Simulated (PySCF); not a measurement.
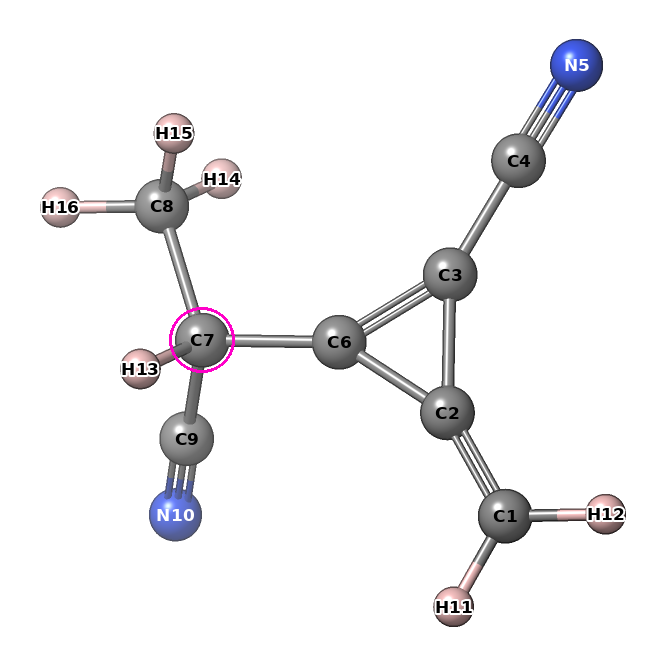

Depth is shown by fading: the farther an atom, the more it takes the colour of the background. Circles mark the stereogenic atoms. The computed structure is the end point of a GFN2-xTB optimisation. No frequency run is at hand to confirm it as a minimum.

Give the R/S and E/Z labels.

C7: R (priorities C9 > C6 > C8 > H13).

Write the isomeric SMILES.

C=C1C(C#N)=C1[C@@H](C)C#N
